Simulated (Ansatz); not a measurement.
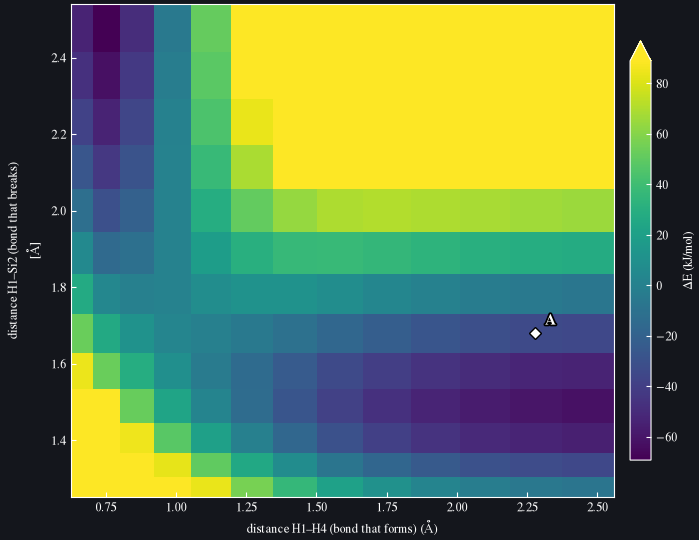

The reacting system CH₇Si (fragments CH₆Si + H where the first distance is long, H₂ + CH₅Si where the second is long), spin multiplicity 2. First axis: distance H1–H4 (bond that forms). Second axis: distance H1–Si2 (bond that breaks). Relaxed at each point: all other coordinates. The scan uses a 13 × 13 grid. Points are written as (first, second). Energies are in kJ/mol, from a guessed transition structure relaxed with its forming and breaking bonds held. Energies and slopes of some neighbouring points disagree (a jump in structure or state, or too coarse a mesh). In part of the range the unrestricted reference is strongly spin-contaminated. These are results of Ansatz 0.2.0, UHF/def2-SVP, not measurements.

In the figure: one coloured cell a grid point, one colour for all values above the top of the scale, the point A.

### Which way does the force act at A, and how strong is it?

A, at (2.280 Å, 1.680 Å), is not a stationary point. The computed force is 11 kJ/mol for each Å towards larger values of the first coordinate and 240 kJ/mol for each Å towards smaller values of the second coordinate.
